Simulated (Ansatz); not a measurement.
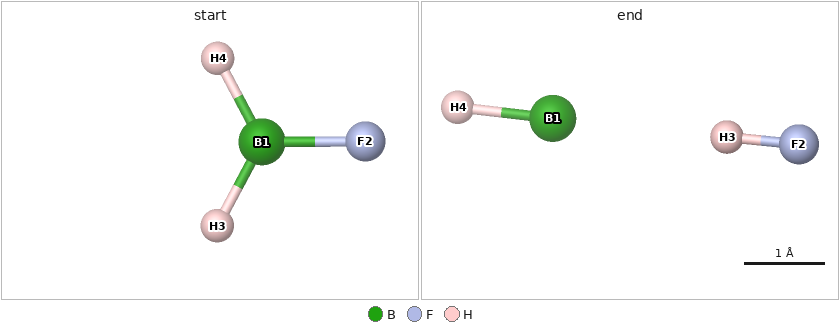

The two relaxed end points of a path for BH2F. A ball-and-stick model, seen face on.

These are results of Ansatz, RHF/def2-TZVP, not measurements.

Settings: 7 movable images; climbing image; force threshold 0.05 eV/Å; iteration limit 60.

Start:
```xyz
4

B     0.3072    0.0000    0.1331
F     0.3622    0.0000    1.4385
H     1.3308    0.0000   -0.4732
H    -0.7639    0.0000   -0.3847
```

End:
```xyz
4

B    -0.4726   -0.0006   -0.4971
F     1.8990    0.0002    1.5420
H     1.2086    0.0002    0.9434
H    -1.3986    0.0002   -1.2746
```

Q: What barrier does the band find between them, and by what path?

A: The highest point, image 3, lies 5.72 eV above the start and 0.98 eV above the end; the end is at +4.74 eV relative to the start. Breaking: B1–F2 (1.31 → 1.79 at the top → 3.13 Å), B1–H3 (1.19 → 1.41 at the top → 2.21 Å). Forming: F2–H3 (2.14 → 1.08 at the top → 0.91 Å). The band converged in 15 iterations. The largest component of the band force went from 5.9 to 0.026 eV/Å. The climbing image converged on the top of the path. Its vibrational analysis gives one imaginary mode (1632i cm⁻¹), as a transition state must have.

Energies of the converged images:

| image | path (Å) | E (eV) |
| --- | --- | --- |
| 0 | 0.00 | 0.000 |
| 1 | 0.38 | 0.881 |
| 2 | 0.77 | 3.760 |
| 3 | 1.15 | 5.721 |
| 4 | 1.60 | 5.136 |
| 5 | 2.05 | 4.952 |
| 6 | 2.49 | 4.877 |
| 7 | 2.94 | 4.785 |
| 8 | 3.39 | 4.738 |

The geometry at the top of the path:

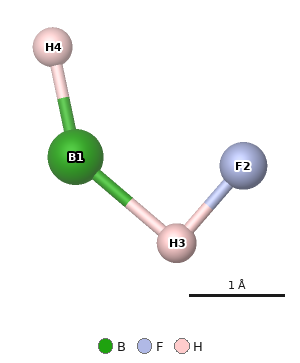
